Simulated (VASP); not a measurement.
Band structure of ZrC (rock salt). All values below come from r2SCAN meta-GGA with spin-orbit coupling, VASP's PBE PAW potentials (set 64) (plane waves; VASP 6.6.1).

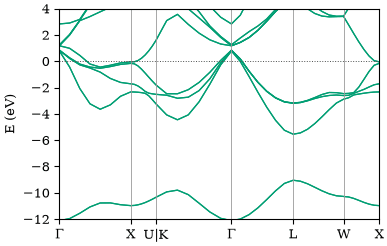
Bands along high-symmetry lines, zero at the valence-band maximum or, without a gap, the Fermi level

Problem. Read the plot: is there a gap, and where are the band edges?

Solution. It has no gap at this level: it comes out as a metal or semimetal.

The compound is ZrC in the rock salt structure. It was relaxed first.
